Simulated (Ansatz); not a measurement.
## Fields on a plane of MoS2 (3R-MoS2 type, space group R3m)

```
MoS2
1.0
    1.58761     0.91661     6.19494
   -1.58761     0.91661     6.19494
    0.00000    -1.83321     6.19494
Mo S
1 2
Direct
  0.00000   0.00000   0.00000
  0.75030   0.75030   0.75030
  0.58300   0.58300   0.58300
```

The slice is a (1 -1 0 2) plane (indices of the conventional cell) through the point (0.583, 0.583, 0.583) (fractional), spanned by u = [1 0 -1] and v = [010] in vectors of this cell: u (3.18 Å) and v (6.46 Å, at 90° to u). It covers one period; positions are fractions (u, v).

Atoms on it: S at (0.00, 0.00). Other atoms lie within 1 Å of the plane.

Method: r2SCAN+rVV10 (plane waves to 500 eV, PAW, scalar-relativistic; Ansatz, a quantum-chemistry and plane-wave program). k mesh 12×12×12. These are valence fields of a PAW run, semicore shells included where kept as valence: close to a nucleus they are smooth pseudo fields. MoS2 is run without spin polarisation. MoS2 was relaxed with its symmetry unable to fall. This is one of several known forms of MoS2; the measured ambient cells at hand have space group No. 194.

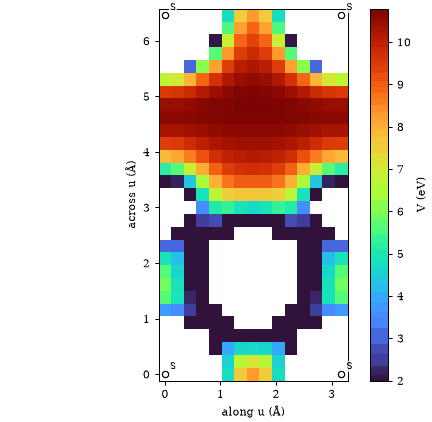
*Electrostatic potential energy of an electron, from the cell's mean, in eV, one period of the plane, atoms marked. Points within 1 Å of a nucleus are left white, as the pseudised field means little there. Values under 2 eV are set to 2. The zero, the cell's mean, hangs on the PAW cores.*

```
|:::..     ..::|
|==-.       .-=|
|=-:.       .:-|
|::.         .:|
|.             |
|              |
|              |
|              |
|              |
|              |
|              |
|              |
|              |
|      ...     |
|   ...:::...  |
|  ...:=+=:... |
|  ...-*%*-... |
|  ...-*%*-... |
|  .::-:::-::. |
|  .-**=:=**-. |
|  .-#@%*%@#-. |
|  .:+*+=+*+:. |
|   .:::::::.  |
|  ........... |
|..............|
|.....     ....|
| ....     ....|
|  ...     ... |
```
Scale: ten equal steps from 0.001 (start of ' ') to 0.260 (end of '@'), in the order ' .:-=+*#%@'. Values: density of the highest valence band (whole band, smooth part) in e/Å³. The map has 14 points along u (one character each, u = 0 at the left) and 28 along v (v = 0 in the bottom row).
